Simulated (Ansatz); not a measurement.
## Geometry relaxation of CH3Cl (part 2 of 2)

The same run, continued: CH3Cl (disordered cell, 30 atoms in the cell); DFT PBE-D3(BJ), scalar-relativistic, plane waves, PAW, no spin polarisation (Ansatz 0.2.0); cutoff 420 eV, 1×1×1 k-mesh, Fermi–Dirac smearing of 0.05 eV. It belongs to a series of runs on one base structure; here: start relaxed.

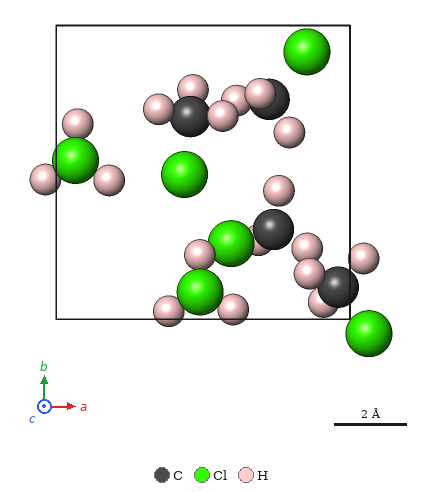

The geometry at step 2 of the log (spheres-only view of the cell of the calculation, along the c axis).

### Output, continued
```
--- Forces (eV/Å), atoms counted from 1 ---
  atom   1  C      0.10601967    -0.01765484    -0.13160654
  atom   2  Cl     0.01329861     0.00235915     0.10918429
  atom   3  H      0.04161492     0.01376120     0.00845553
  atom   4  H      0.13940047    -0.04255221     0.03430030
  atom   5  H      0.07576931    -0.06128437    -0.02022377
  atom   6  C     -0.02499994    -0.03801305    -0.04421366
  atom   7  Cl    -0.07145326    -0.06703128    -0.00792804
  atom   8  H     -0.13667408    -0.02343052     0.07299514
  atom   9  H      0.01664703     0.06753534     0.01805158
  atom  10  H     -0.01466632     0.11473435    -0.02158996
  atom  11  C     -0.03093633    -0.01555473    -0.11999851
  atom  12  Cl    -0.04234202    -0.05296142     0.06905482
  atom  13  H      0.01333565     0.01105771    -0.02568543
  atom  14  H      0.03979255    -0.01717511     0.00917236
  atom  15  H     -0.07134988    -0.03179999     0.06058190
  atom  16  C      0.04777413     0.12886760     0.06221769
  atom  17  Cl     0.06846179    -0.11237174     0.06788719
  atom  18  H     -0.04556918    -0.00010846     0.01842609
  atom  19  H      0.04648389     0.02395543     0.01443977
  atom  20  H     -0.01374244    -0.01387943    -0.03681477
  atom  21  C      0.07524810     0.06796281    -0.05928606
  atom  22  Cl    -0.02256380     0.03879675    -0.06432591
  atom  23  H     -0.11062177    -0.02038792     0.07281118
  atom  24  H     -0.05617745    -0.01692172    -0.02158665
  atom  25  H     -0.00512713     0.04279870    -0.06762163
  atom  26  C     -0.07294585     0.11588925    -0.06427891
  atom  27  Cl     0.05602108    -0.11902186     0.06579937
  atom  28  H      0.02825540     0.04733001     0.01782112
  atom  29  H      0.00412797    -0.02396418    -0.06421486
  atom  30  H     -0.05297591    -0.00072388     0.04802369
  max |Σ_I F_I| component: 2.12e-4 eV/Å
--- Band table (eV) ---
  k-point 0: bands = ["-17.6916", "-17.5803", "-17.4880", "-17.4434", "-17.3108", "-17.2659", "-13.1083", "-13.0522", "-12.8601", "-12.7823", "-12.6893", "-12.5992", "-7.8507", "-7.4590", "-7.4390", "-7.3196", "-7.1704", "-7.1095", "-6.9671", "-6.9372", "-6.8159", "-6.7915", "-6.6442", "-6.6311", "-6.5389", "-6.5163", "-6.3797", "-6.3131", "-6.1883", "-6.1191", "-3.6624", "-3.4946", "-3.4825", "-3.4313", "-3.3481", "-3.3273", "-3.1909", "-3.1275", "-3.0472", "-2.9633", "-2.8863", "-2.8182", "2.5695", "2.8489", "3.0002", "3.2634", "3.4259", "3.6682", "3.7474", "4.2372", "4.4831", "4.6273", "5.0082", "5.0470", "5.1738", "5.2763", "5.4655", "5.7812", "5.8671", "5.9660", "6.1509", "6.2692", "6.3815", "6.6880", "6.7393", "6.8025", "6.9420", "7.0092", "7.1566", "7.3877", "7.4793", "7.6720"]
--- Relaxed structure (2 steps of the walk, 2 accepted, 0 SCFs on fresh bases) ---
  F+E_penalty+E_count = -8276.79283014 eV   max|allowed force component| = 1.394e-1 eV/Å
  atoms:
    - { symbol: C, position: [0.07189945220305469, 0.5381940714210677, 0.37253348421279897] }
    - { symbol: Cl, position: [0.0655974941325644, 0.5403860434629804, 0.5896218833324741] }
    - { symbol: H, position: [0.07325185911864344, 0.6640610810503416, 0.32870310961804705] }
    - { symbol: H, position: [0.18013977657335348, 0.47254786425662293, 0.33186216701009585] }
    - { symbol: H, position: [-0.03682024436928202, 0.47572520190181755, 0.3286473656389213] }
    - { symbol: C, position: [0.724538138770768, 0.748344119902651, 0.40868781986221925] }
    - { symbol: Cl, position: [0.8534682615563276, 0.9100473045402779, 0.33839168949929066] }
    - { symbol: H, position: [0.7936802291792168, 0.6356502593240759, 0.39553548351527923] }
    - { symbol: H, position: [0.6943973529424514, 0.767156823627088, 0.5369920860215005] }
    - { symbol: H, position: [0.6142641875574542, 0.7442246565721903, 0.33406768348357535] }
    - { symbol: C, position: [0.49109914154931184, 0.092372854428014, 0.7096254008103998] }
    - { symbol: Cl, position: [0.48990759046573806, 0.09278938538311372, 0.9269472054567772] }
    - { symbol: H, position: [0.48903717094255617, 0.21872960331956318, 0.6682767045440942] }
    - { symbol: H, position: [0.6023615124554605, 0.033166457548184945, 0.6668778128131152] }
    - { symbol: H, position: [0.38327768439943255, 0.027335433160802492, 0.6658836173469892] }
    - { symbol: C, position: [0.4565492021653496, 0.6898602478770909, 0.9103606679297294] }
    - { symbol: Cl, position: [0.43679796072609794, 0.4925794914527806, 0.8214282992036221] }
    - { symbol: H, position: [0.34931871351958027, 0.7146061839405552, 0.9852326668864106] }
    - { symbol: H, position: [0.5668512268738346, 0.6917450678217176, 0.9849074458978105] }
    - { symbol: H, position: [0.4654019537440183, 0.7803894382473341, 0.8133532964892247] }
    - { symbol: C, position: [0.7392662805071339, 0.3053657624714305, 0.19869724925170126] }
    - { symbol: Cl, position: [0.5954424668369255, 0.2574593996577466, 0.3550546437386787] }
    - { symbol: H, position: [0.8540483793725279, 0.24094716184574683, 0.22177984119588362] }
    - { symbol: H, position: [0.6885176468124217, 0.26891842220553175, 0.08121217866235443] }
    - { symbol: H, position: [0.7580000615166121, 0.4371882377786394, 0.20132346899661044] }
    - { symbol: C, position: [0.9600307514905668, 0.10923994854150493, 0.7501857129363513] }
    - { symbol: Cl, position: [1.0643993137963614, -0.04903397669585399, 0.8562535894208299] }
    - { symbol: H, position: [1.04618035183837, 0.206791153029818, 0.7222432216805902] }
    - { symbol: H, position: [0.9100726887773984, 0.0587068972280155, 0.6375649724784734] }
    - { symbol: H, position: [0.8621338945457498, 0.15521350469914966, 0.827918132066151] }
```

### Trajectory as extended XYZ (Å, eV, eV/Å), 2 frames, from step=1 to step=2
```
30
Lattice="8.2031 0.0000 0.0000 0.0000 8.2031 0.0000 0.0000 0.0000 8.2031" Properties=species:S:1:pos:R:3:forces:R:3 step=1 energy=-8276.58588
C     0.5125    4.4318    3.0587    0.2637  -0.0896  -0.1039
Cl    0.5193    4.4372    4.8360   -0.0325   0.0026   0.1589
H     0.5497    5.4594    2.7026    0.0346   0.2195  -0.0344
H     1.3826    3.8831    2.7041    0.1734  -0.1400  -0.0370
H    -0.3989    3.9499    2.7107    0.1244  -0.1380   0.0066
C     5.9936    6.1391    3.3437   -0.2700  -0.0607   0.0458
Cl    6.8881    7.5844    2.8241    0.3573  -0.2194  -0.1657
H     6.6257    5.2643    3.2056   -0.1246   0.0977   0.0826
H     5.7299    6.2460    4.3940   -0.0168  -0.0133   0.1769
H     5.0924    6.0463    2.7411   -0.1741   0.0772  -0.1225
C     4.0367    0.7636    5.8171   -0.0194  -0.0654  -0.1225
Cl    4.0100    0.6962    7.5930    0.0079   0.1521   0.2071
H     4.0126    1.8052    5.5031    0.0459   0.1052   0.0041
H     4.9476    0.2878    5.4596    0.1650  -0.0345  -0.0339
H     3.1657    0.2380    5.4309   -0.2422  -0.1238   0.0045
C     3.7344    5.6667    7.4560    0.0308   0.0625   0.0289
Cl    3.5336    4.0833    6.6740    0.0811  -0.2326   0.0379
H     2.8646    5.8654    8.0790   -0.1604   0.0474   0.0637
H     4.6339    5.6465    8.0679    0.1831   0.0003   0.0727
H     3.8242    6.4312    6.6870   -0.0238   0.0322  -0.0853
C     6.0964    2.4855    1.6577   -0.0036  -0.0362  -0.1275
Cl    4.9926    1.9532    2.9451   -0.2965   0.3495   0.0217
H     7.0564    1.9905    1.7889    0.1742  -0.1450   0.0580
H     5.6685    2.2189    0.6934   -0.1270  -0.0490  -0.1485
H     6.2216    3.5644    1.7241   -0.1069   0.1777  -0.0087
C     7.8812    0.8900    6.1514   -0.0509   0.1231  -0.0511
Cl    8.7422   -0.3944    7.0276    0.0742  -0.1878   0.0980
H     8.5848    1.6831    5.9068    0.1119   0.1424  -0.0159
H     7.4584    0.4730    5.2396   -0.0253  -0.1017  -0.1745
H     7.0874    1.2791    6.7859   -0.1532   0.0465   0.1641
30
Lattice="8.2031 0.0000 0.0000 0.0000 8.2031 0.0000 0.0000 0.0000 8.2031" Properties=species:S:1:pos:R:3:forces:R:3 step=2 energy=-8276.79283
C     0.5898    4.4149    3.0559    0.1060  -0.0177  -0.1316
Cl    0.5381    4.4329    4.8367    0.0133   0.0024   0.1092
H     0.6009    5.4474    2.6964    0.0416   0.0138   0.0085
H     1.4777    3.8764    2.7223    0.1394  -0.0426   0.0343
H    -0.3020    3.9024    2.6959    0.0758  -0.0613  -0.0202
C     5.9435    6.1388    3.3525   -0.0250  -0.0380  -0.0442
Cl    7.0011    7.4652    2.7759   -0.0715  -0.0670  -0.0079
H     6.5107    5.2143    3.2446   -0.1367  -0.0234   0.0730
H     5.6962    6.2931    4.4050    0.0166   0.0675   0.0181
H     5.0389    6.1050    2.7404   -0.0147   0.1147  -0.0216
C     4.0286    0.7577    5.8212   -0.0309  -0.0156  -0.1200
Cl    4.0188    0.7612    7.6039   -0.0423  -0.0530   0.0691
H     4.0116    1.7943    5.4820    0.0133   0.0111  -0.0257
H     4.9413    0.2721    5.4705    0.0398  -0.0172   0.0092
H     3.1441    0.2242    5.4623   -0.0713  -0.0318   0.0606
C     3.7451    5.6590    7.4678    0.0478   0.1289   0.0622
Cl    3.5831    4.0407    6.7383    0.0685  -0.1124   0.0679
H     2.8655    5.8620    8.0820   -0.0456  -0.0001   0.0184
H     4.6500    5.6745    8.0793    0.0465   0.0240   0.0144
H     3.8178    6.4016    6.6720   -0.0137  -0.0139  -0.0368
C     6.0643    2.5050    1.6299    0.0752   0.0680  -0.0593
Cl    4.8845    2.1120    2.9126   -0.0226   0.0388  -0.0643
H     7.0059    1.9765    1.8193   -0.1106  -0.0204   0.0728
H     5.6480    2.2060    0.6662   -0.0562  -0.0169  -0.0216
H     6.2180    3.5863    1.6515   -0.0051   0.0428  -0.0676
C     7.8753    0.8961    6.1539   -0.0729   0.1159  -0.0643
Cl    8.7314   -0.4022    7.0240    0.0560  -0.1190   0.0658
H     8.5820    1.6963    5.9247    0.0283   0.0473   0.0178
H     7.4654    0.4816    5.2300    0.0041  -0.0240  -0.0642
H     7.0722    1.2732    6.7915   -0.0530  -0.0007   0.0480
```

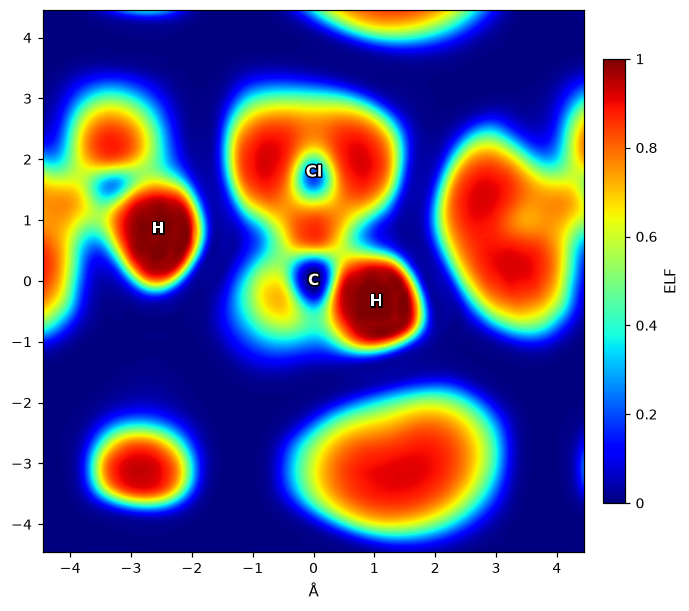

ELF on the (100) plane of the calculation cell. Atoms in the plane: C, Cl and H. C–Cl (1.78 Å): the ELF peaks at about 0.85 between the atoms, which marks localised, shared-pair bonding. The fields are those of the smooth PAW valence density.

### Key numbers

- outcome: converged
- electrons treated: 84
- free energy: −8276.7928 eV
- Fermi energy: −0.117 eV
- gap on the k-point mesh: 5.39 eV
- final volume: 552.00 Å³
- largest force (length of the vector) at the end: 0.170 eV/Å
- wall time: 16 s
- peak memory: 0.57 GiB

Warnings of the run: the exchange-correlation potential is rough where the density is thin. The k-point mesh is coarse for a cell of this size, so the results may not be converged.
